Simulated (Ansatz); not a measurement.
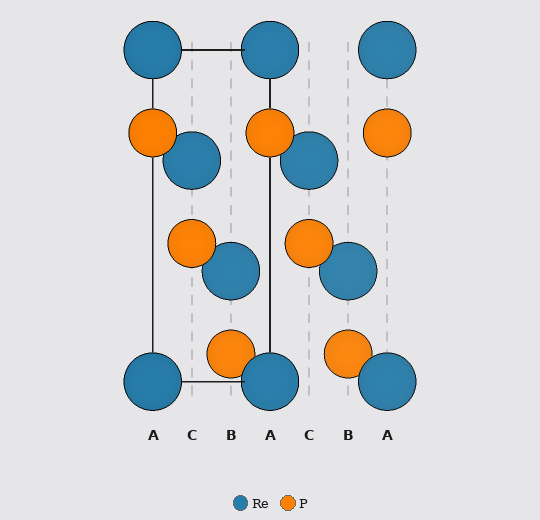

The picture looks along a close-packed row of the hexagonal mesh; [111] points upwards. The dashed lines mark the three columns A (0, 0), B (1/3, 2/3) and C (2/3, 1/3). The box is the hexagonal cell of the face-centred cubic lattice. The sequence starts with the first layer at or above the cell's origin.

ReP: the end point of a relaxation with DFT PBEsol, scalar-relativistic, plane waves, PAW (Ansatz); the starting structure was generated, so it need not be a known form of this composition.

**List the layers of one repeat.**

Re(A) – P(B) – Re(B) – P(C) – Re(C) – P(A) (six layers in 9.11 Å).

**How are the P layers alone stacked?**

P layers alone: BCA, the cubic close-packed type.

**Which positions between or in the P layers do the other atoms fill?**

Re: three tetrahedral sites, counted in one hexagonal cell.

**What short polytype symbol fits?**

Polytype symbol 3C, the symbol of a tetrahedral polytype (number of double layers in the repeat and lattice).
